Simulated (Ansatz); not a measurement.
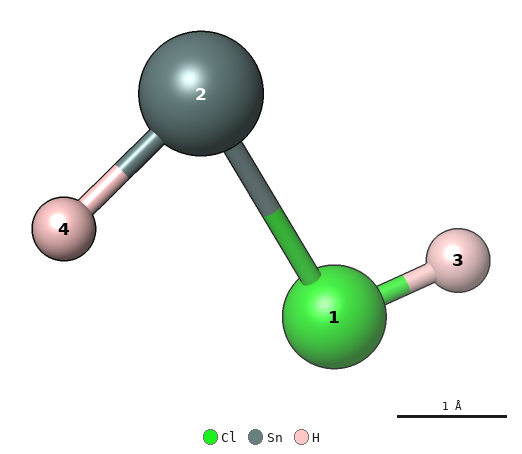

Orthographic view. Atoms fade into the background with distance from the viewer. The species has charge +1 and is a spin singlet. The computed structure is the end point of a PBE-D4/def2-SVP optimisation. No frequency run is at hand to confirm it as a minimum.

Give the geometry as a Z-matrix, atoms in numerical order, with these reference atoms: 2 to 1; 3 to 1, 2; 4 to 2, 1, 3.

```
Cl 
Sn   1   2.751
H    1   1.312   2   103.5
H    2   1.789   1    80.9   3   179.9
```
